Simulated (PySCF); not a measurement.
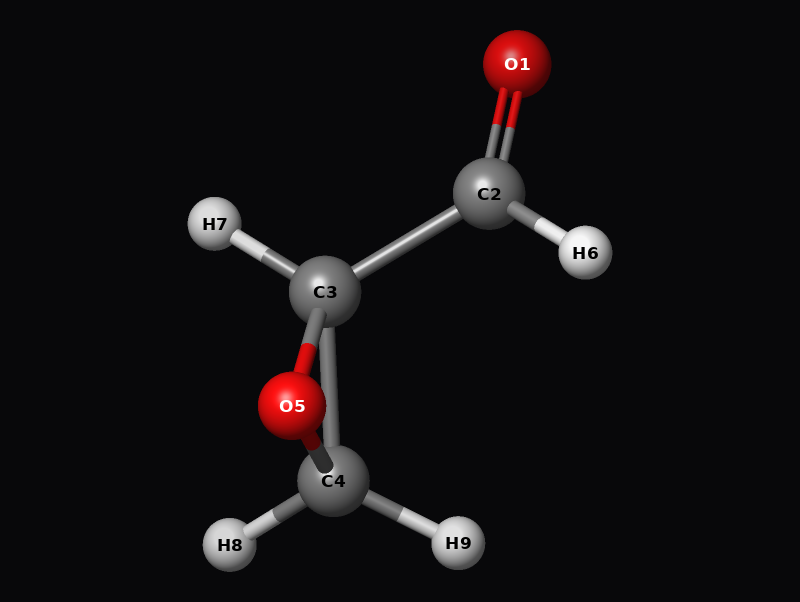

The geometry was computed by an optimisation with GFN2-xTB. No frequency run is at hand to confirm it as a minimum. Level of theory: delta-SCF UKS SCAN, pcX-2 on the ionised atom, pcseg-1 elsewhere, spin-free X2C (PySCF 2.14.0).

Give the core-electron binding energies (to vacuum) of O1 1s, C2 1s, C3 1s, C4 1s, O5 1s.

```csv
atom,level,binding energy (eV)
O1,1s,538.4
C2,1s,293.9
C3,1s,292.9
C4,1s,293.0
O5,1s,539.5
```
